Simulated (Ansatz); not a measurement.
The relaxed structure here is a generated cell of La2O3: the first start was made by placing the elements on the sites of a structure type, and the end was not matched to a known phase here, so it may be hypothetical. Known forms of La2O3 include space group No. 164.

A relaxed structure of La$_{2}$O$_{3}$. Space group R-3m (No. 166). Level of theory: r2SCAN (plane waves to 500 eV, PAW, scalar-relativistic; Ansatz, a first-principles code).

Space group R-3m, hexagonal axes (No. 166); a = 3.8018 Å, b = 3.8018 Å, c = 23.3229 Å, α = 90.00°, β = 90.00°, γ = 120.00°

```
atom  site  symmetry       x       y       z
----  ----  --------  ------  ------  ------
La      6c        3m  0.0000  0.0000  0.4009
O       3a       -3m  0.0000  0.0000  0.0000
O       6c        3m  0.0000  0.0000  0.2358
```
(The calculation used a cell of 5 atoms; values per cell refer to that cell.)

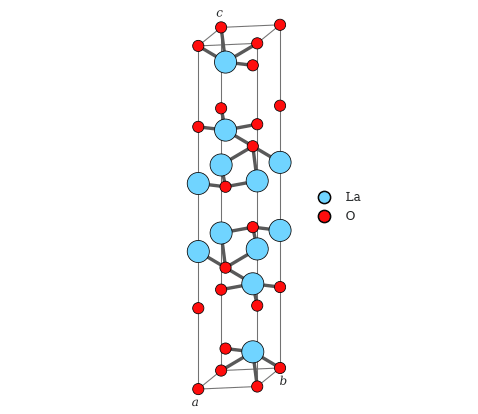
Figure. The conventional cell of the relaxed structure

```yaml
volume_per_atom: 19.46 Å³
density: 5.56 g/cm³
band_gap: 4.29 eV, indirect (valence top at or next to H2, conduction bottom at Γ) (no spin-orbit coupling)
smallest_direct_gap: 4.63 eV at k = (0.1, 0.2, -0.2)
shortest_distances: La–O 2.30 Å; O–O 3.16 Å
k-mesh: 10×10×10
```

Band energies at high-symmetry points (eV from the VBM; labels of this space group; no spin-orbit coupling), from −5 eV up to 5.3 eV:

```csv
point,energies
Γ,-2.41 -2.41 -1.86 -1.86 -1.79 -1.50 -0.39 -0.35 -0.35 4.29 5.12
T,-2.43 -2.43 -2.04 -1.82 -1.82 -0.86 -0.81 -0.37 -0.37 4.90
H2,-1.64 -1.56 -1.38 -1.03 -0.92 -0.57 -0.52 -0.48 -0.01 4.99 5.11
H0,-1.64 -1.56 -1.38 -1.03 -0.92 -0.57 -0.52 -0.48 -0.01 4.99 5.11
L,-2.20 -1.91 -1.58 -0.96 -0.73 -0.46 -0.37 -0.27 -0.12 4.62 5.26
S0,-1.61 -1.58 -1.35 -1.04 -0.94 -0.57 -0.53 -0.45 -0.02 4.97 5.15
S2,-1.61 -1.58 -1.35 -1.04 -0.94 -0.57 -0.53 -0.45 -0.02 4.97 5.15
F,-2.37 -1.62 -1.59 -0.95 -0.65 -0.58 -0.45 -0.22 -0.16 4.53
```

No spin polarisation in the result.

The run could not lower the symmetry of its start; a shaken copy of this end point relaxes with r2SCAN to P-3m1 (No. 164), 228 meV/atom lower.
